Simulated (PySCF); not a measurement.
**Si2H4SCl2 (SMILES Cl[SiH2]S[SiH2]Cl): levels of theory compared**

Aim: a comparison of 4 runs (HF/STO-3G, HF/3-21G, PBE0/def2-SVP, PBE0/6-311+G**) of Si2H4SCl2. The job is set up through a Python script.

The calculation is run with PySCF 2.14.0.

## (1) The structure to begin with

Si2H4SCl2 has 9 atoms, charge 0, and is taken as a singlet. SMILES: `Cl[SiH2]S[SiH2]Cl`. The coordinates come from a PBE0-D4/def2-TZVP relaxation. This is one conformer, not always the lowest.

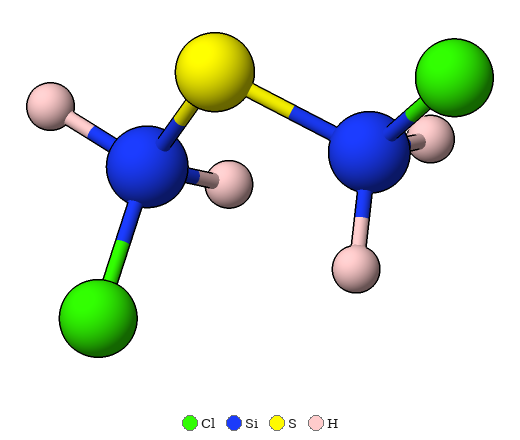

The structure, seen from a chosen angle (chlorine green, silicon blue, sulfur yellow, hydrogen pink).

## (2) Energy and gradient at HF/STO-3G (run 1)

job.py reads:

```python
import pyscf.grad
from pyscf import gto

molecule = gto.M(
    atom=[
    ('Cl', (-3.330300, -0.980200, -0.302800)),
    ('Si', (-1.463600, -0.179600, -0.531400)),
    ('S', (-0.266700, -0.954700, 1.057100)),
    ('Si', (1.539000, 0.053500, 0.575200)),
    ('Cl', (1.489100, 2.036300, 1.099500)),
    ('H', (-1.566100, 1.293400, -0.453100)),
    ('H', (-0.923300, -0.602200, -1.842500)),
    ('H', (1.790000, 0.002300, -0.883100)),
    ('H', (2.605800, -0.611300, 1.350400)),
],
    basis='sto-3g',
    verbose=4,
    max_memory=1860,
)

mf = molecule.RHF()
mf.conv_tol = 1e-10
mf.kernel()
if not mf.converged:
    mf = mf.newton().run(mf.mo_coeff, mf.mo_occ)

e_final = mf.e_tot
print('E = %.10f Eh' % e_final)
grad = mf.Gradients().kernel()
dip = mf.dip_moment()
pop, q = mf.mulliken_pop()
```

Launch:

```
$ OMP_NUM_THREADS=1 python job.py
```

Log:

```text
PySCF version 2.14.0

[... 61 lines left out ...]
converged SCF energy = -1876.03466346479
[... 12 lines left out ...]
Dipole moment(X, Y, Z, Debye):  2.62649, -0.96371, -1.75691
[... 59 lines left out ...]
charge of    8H =     -0.11242
```

It took 2.8 s on 1 thread of Intel Xeon Platinum 8488C (Sapphire Rapids), shared host; peak memory 0.12 GiB.

## (3) Energy and gradient at HF/3-21G (run 2)

run.py reads:

```python
# Cl[SiH2]S[SiH2]Cl
from pyscf import gto, scf

mol = gto.Mole()
mol.atom = '''
Cl      -3.330300      -0.980200      -0.302800
Si      -1.463600      -0.179600      -0.531400
S       -0.266700      -0.954700       1.057100
Si       1.539000       0.053500       0.575200
Cl       1.489100       2.036300       1.099500
H       -1.566100       1.293400      -0.453100
H       -0.923300      -0.602200      -1.842500
H        1.790000       0.002300      -0.883100
H        2.605800      -0.611300       1.350400
'''
mol.max_memory = 1860
mol.charge = 0
mol.basis = '3-21g'
mol.verbose = 4
mol.build()

myscf = scf.RHF(mol)
myscf.conv_tol = 1e-10
myscf.kernel()
if not myscf.converged:
    myscf = myscf.newton().run(myscf.mo_coeff, myscf.mo_occ)

energy = myscf.e_tot
print('E(%s) = %.9f' % ('HF', energy))
grad = myscf.nuc_grad_method().kernel()
myscf.analyze()
```

Launch:

```
$ OMP_NUM_THREADS=1 python run.py
```

Log:

```text
PySCF version 2.14.0

[... 87 lines left out ...]
MO #3   energy= -91.3375706490374  occ= 2
[... 9 lines left out ...]
MO #13  energy= -7.9714429376942   occ= 2
[... 9 lines left out ...]
MO #23  energy= -4.30805289538168  occ= 2
[... 9 lines left out ...]
MO #33  energy= -0.568181573728754 occ= 2
[... 9 lines left out ...]
MO #43  energy= 0.0994242740625713 occ= 0
[... 9 lines left out ...]
MO #53  energy= 0.43477689616966   occ= 0
[... 9 lines left out ...]
MO #63  energy= 0.833326305531634  occ= 0
[... 9 lines left out ...]
MO #73  energy= 1.36934501488955   occ= 0
[... 85 lines left out ...]
Dipole moment(X, Y, Z, Debye):  2.62804, -0.00450, -2.54315
```

Wall time 3.3 s (1 thread of Intel Xeon Platinum 8488C (Sapphire Rapids), shared host); peak memory 0.15 GiB.

Run 3 isn't shown in full; the table further down has it.

## (4) Energy and gradient at PBE0/6-311+G(d,p) (run 4)

input.py reads:

```python
# Cl[SiH2]S[SiH2]Cl
import pyscf.grad
from pyscf import gto, dft

system = gto.Mole()
system.atom = '''
Cl    -3.330300    -0.980200    -0.302800
Si    -1.463600    -0.179600    -0.531400
S     -0.266700    -0.954700     1.057100
Si     1.539000     0.053500     0.575200
Cl     1.489100     2.036300     1.099500
H     -1.566100     1.293400    -0.453100
H     -0.923300    -0.602200    -1.842500
H      1.790000     0.002300    -0.883100
H      2.605800    -0.611300     1.350400
'''
system.max_memory = 1860
system.verbose = 4
system.spin = 0
system.basis = '6-311+g**'
system.charge = 0
system.build()

myscf = dft.RKS(system, xc='pbe0')
myscf.grids.level = 5
myscf.conv_tol = 1e-10
myscf.kernel()
if not myscf.converged:
    myscf = myscf.newton().run(myscf.mo_coeff, myscf.mo_occ)

energy = myscf.e_tot
print('E = %.10f Eh' % energy)
grad = myscf.Gradients().kernel()
myscf.analyze()
```

Launch:

```
$ OMP_NUM_THREADS=1 python input.py
```

Log:

```text
PySCF version 2.14.0

[... 94 lines left out ...]
Two-electron Energy =                 1217.213714402624873
[... 23 lines left out ...]
MO #20  energy= -3.73437755764055  occ= 2
[... 21 lines left out ...]
MO #42  energy= -0.0337859094331203 occ= 0
[... 21 lines left out ...]
MO #64  energy= 0.136100851153979  occ= 0
[... 21 lines left out ...]
MO #86  energy= 0.462377153925294  occ= 0
[... 21 lines left out ...]
MO #108 energy= 0.887941677542224  occ= 0
[... 21 lines left out ...]
MO #130 energy= 1.57715522734094   occ= 0
[... 21 lines left out ...]
MO #152 energy= 7.84799331671044   occ= 0
[... 21 lines left out ...]
MO #174 energy= 215.949544041667   occ= 0
[... 186 lines left out ...]
Dipole moment(X, Y, Z, Debye):  1.45032, -0.14751, -1.30197
```

Wall time 71 s (1 thread of Intel Xeon Platinum 8488C (Sapphire Rapids), shared host); peak memory 2.3 GiB.

## (5) All runs side by side

```csv
run,level,integration grid,energy (Eh),dipole moment (D),HOMO energy (eV),LUMO energy (eV),wall time
1,HF/STO-3G,–,-1876.034663,3.30,-8.16,8.38,2.8 s
2,HF/3-21G,–,-1887.367316,3.66,-11.31,2.27,3.3 s
3,PBE0/def2-SVP,5,-1898.843503,1.64,-8.03,-0.47,32 s
4,PBE0/6-311+G**,5,-1899.480574,1.95,-8.15,-0.92,71 s
```

## (6) What came out

| quantity | value |
| --- | --- |
| run 4: total energy | -1899.48057 Eh |
| run 4: dipole moment | 1.95 D |
| run 4: HOMO energy | -8.15 eV |
| run 4: LUMO energy | -0.92 eV |
| run 4: HOMO–LUMO gap | 7.23 eV |
| run 4: largest force on an atom | 0.225 eV/Å |

**Reading.** The dipole moment (its size) runs from 1.64 D (PBE0/def2-SVP) to 3.66 D (HF/3-21G). The two ends differ in method and basis. The HOMO–LUMO gap runs from 7.23 eV (PBE0/6-311+G**) to 16.54 eV (HF/STO-3G). In run 1 the basis is minimal, so the values are rough. All runs together took 1.8 min, the longest 71 s.
